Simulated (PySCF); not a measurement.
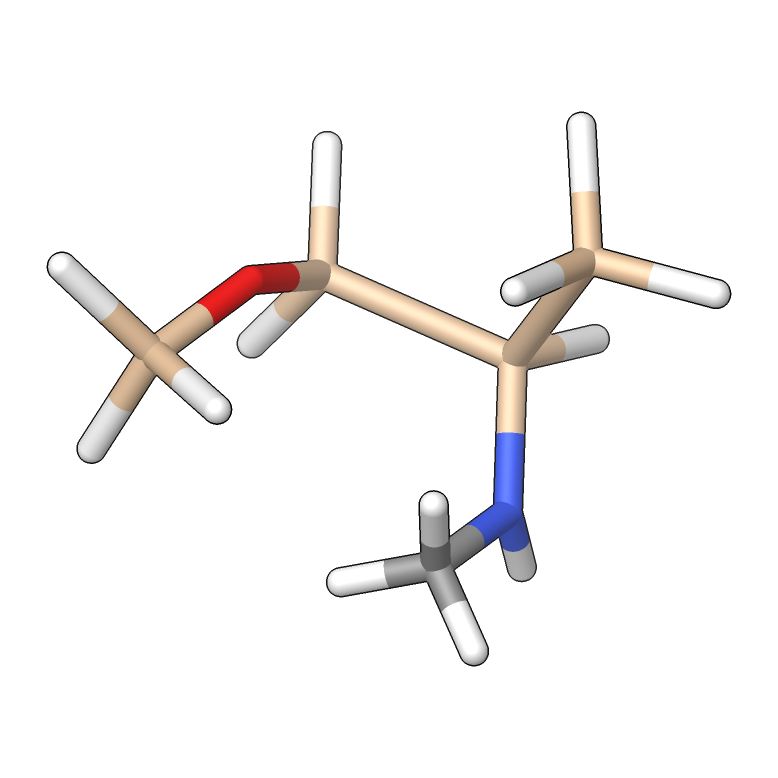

A stick model of a molecule. Colours: carbon grey, nitrogen blue, silicon light orange, oxygen red, hydrogen white.

Identify the structure.

It has 20 atoms: 1 carbon, 13 hydrogen, 1 nitrogen, 1 oxygen and 4 silicon (CH₁₃NOSi₄). As SMILES it reads `CN[Si@H]([SiH3])[SiH2]O[SiH3]`. It has no ring. Among its groups: Si–H bond, Si–O bond, Si–N bond. This geometry has C1 symmetry. Coordination, clear cases only: 1 C tetrahedral; 4 Si tetrahedral; 1 O bent.

The parts below concern this one geometry. Atoms keep their numbers from picture to picture. The geometry was computed by an optimisation with PBE0-D3(BJ)/def2-SVP. No frequency run is at hand to confirm it as a minimum.

Geometry

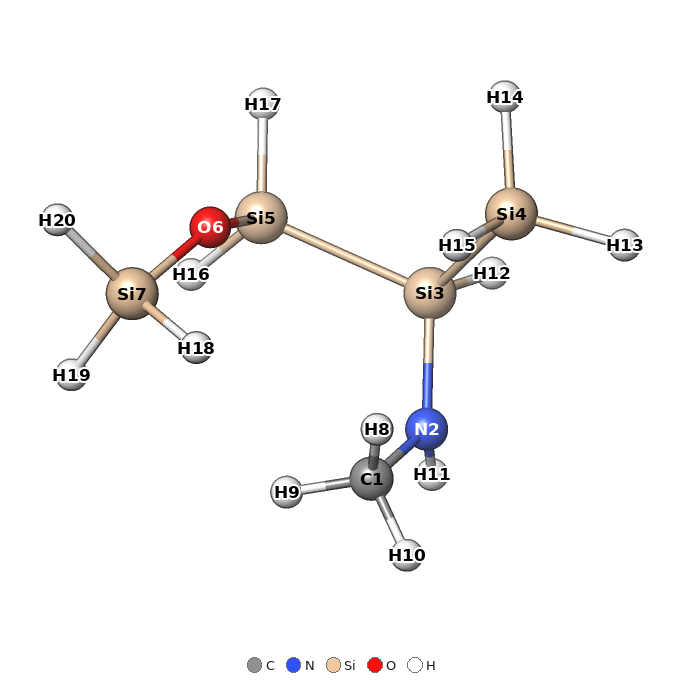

Numbered structure. No frequency run is at hand to confirm it as a minimum.

Give the bond lengths. Leave out bonds to hydrogen.

```tsv
bond	length (Å)	order
C1–N2	1.443	single
N2–Si3	1.743	single
Si3–Si4	2.352	single
Si3–Si5	2.356	single
Si5–O6	1.671	single
O6–Si7	1.653	single
```

Electronic properties

No frequency run is at hand to confirm it as a minimum. Properties computed with CAM-B3LYP/def2-SVPD, gas phase (PySCF 2.14.0). Excitations: vertical, linear response.

What is the mean static polarisability?

136.5 bohr³.

What is the HOMO–LUMO gap?

8.07 eV.

What is the brightest of the 10 lowest singlets?

6.56 eV.

What is the dipole moment?

1.63 D.

NMR shielding

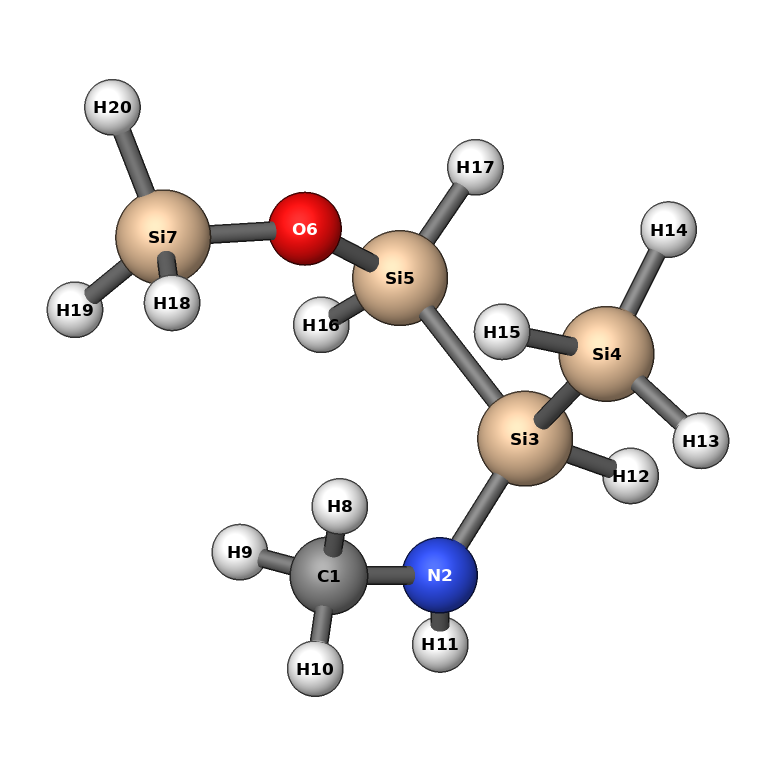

No frequency run is at hand to confirm it as a minimum. Method: GIAO PBE0/pcSseg-1 NMR shielding, non-relativistic, gas phase (PySCF 2.14.0). Principal shieldings σ11 ≤ σ22 ≤ σ33, span Ω = σ33 − σ11, skew κ = 3(σiso − σ22)/Ω.

Give the shielding tensors of the N atoms.

| atom | σ11 | σ22 | σ33 | σiso | Ω | κ |
| --- | --- | --- | --- | --- | --- | --- |
| N2 | 225.1 | 255.9 | 332.6 | 271.2 | 107.4 | 0.43 |

Shieldings and span in ppm.

Charges

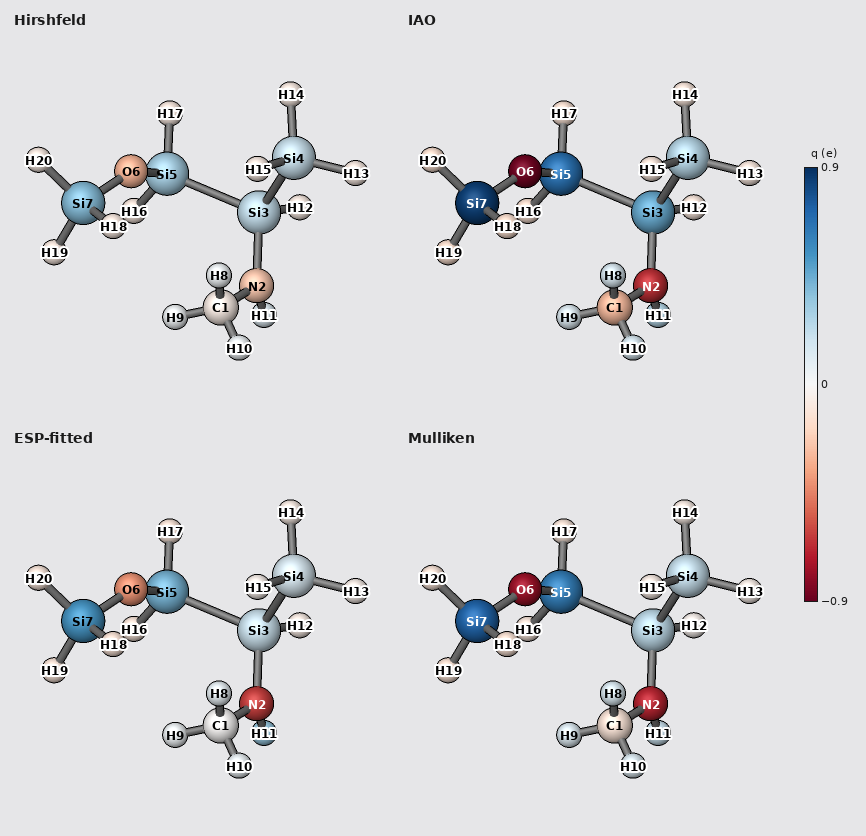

Atomic charges of one calculation by 4 schemes, on one colour scale. No frequency run is at hand to confirm it as a minimum. Level of theory: PBE0/pcSseg-1 (PySCF 2.14.0).

Which scheme gives the most polar picture (largest mean size of the charges)?

The IAO charges are the largest in size here, and the Hirshfeld charges the smallest.

On which atom do the schemes disagree most?

On O6 (from −0.87 to −0.31 e).

List the charges (e), one line for each set of equivalent atoms.

```csv
atom,Hirshfeld,IAO,ESP-fitted,Mulliken
C1,−0.07,−0.29,−0.01,−0.12
N2,−0.24,−0.66,−0.62,−0.68
Si3,0.21,0.46,0.20,0.23
Si4,0.20,0.25,0.15,0.21
Si5,0.30,0.67,0.42,0.62
O6,−0.31,−0.87,−0.41,−0.77
Si7,0.38,0.85,0.53,0.72
H8,0.04,0.14,0.08,0.13
H9,0.03,0.11,0.04,0.11
H10,0.04,0.14,0.06,0.12
H11,0.12,0.26,0.34,0.20
H12,−0.08,−0.10,−0.06,−0.04
H13,−0.07,−0.09,−0.05,−0.05
H14,−0.07,−0.09,−0.06,−0.06
H15,−0.07,−0.09,−0.05,−0.06
H16,−0.09,−0.13,−0.10,−0.09
H17,−0.08,−0.12,−0.11,−0.10
H18,−0.08,−0.14,−0.12,−0.12
H19,−0.08,−0.15,−0.11,−0.12
H20,−0.08,−0.13,−0.10,−0.11
```

Mulliken values depend strongly on the basis set and can even reverse the polarity of a bond.
